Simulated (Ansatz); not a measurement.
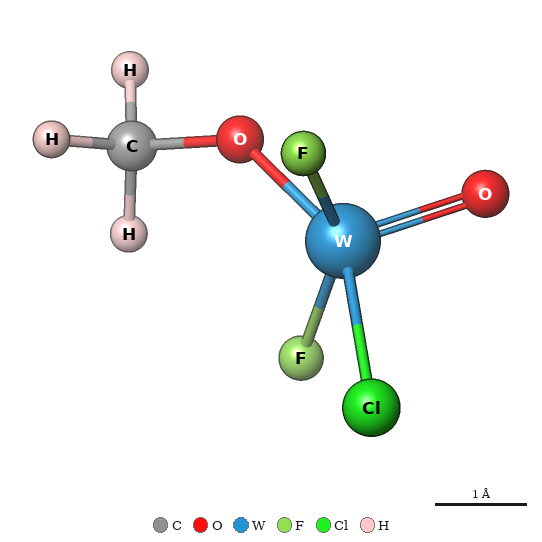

Atoms fade into the background with distance from the viewer. The species is neutral and a spin singlet. Computed geometry: PBE-D4/def2-SVP optimisation. No frequency run is at hand to confirm it as a minimum. Masses are those of the most abundant isotopes; constants are for the rigid equilibrium geometry.

What kind of rotor is it, and what are its rotational constants in GHz?

An asymmetric top (C1): A = 2.22, B = 1.16, C = 1.05 GHz. Ray's parameter κ is −0.82, nearer the prolate limit.
